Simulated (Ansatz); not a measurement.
```xyz
4

C     0.0000    0.0000   -0.6131
B     0.0000    0.0000    0.7543
F     0.0000    0.0000    2.0413
S     0.0000    0.0000   -2.1825
```

Geometry: PBE0-D4/def2-TZVP.

Method: isolated molecule in a Gaussian basis; Kohn-Sham density functional theory, functional PBE0 in Ansatz 0.2.0.

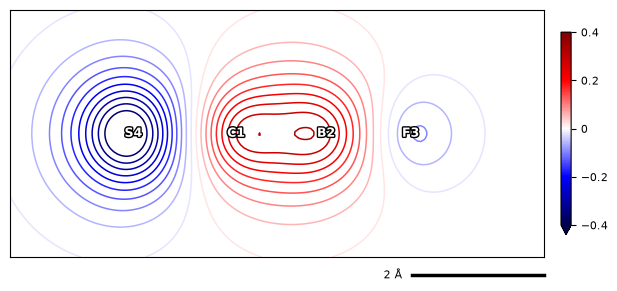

CBFS (triplet). The HOMO (α) on a plane 0.8 Å above a plane that holds the molecular axis (values in Å⁻³ᐟ²; the overall sign is arbitrary).

### Describe this orbital and give its energy.

It lies mainly on S4 (about 45 %), C1 (about 25 %) and B2 (about 25 %); π-antibonding (π*) across S4–C1. It is one of a degenerate set, so its orientation is arbitrary. Its energy is −6.39 eV.
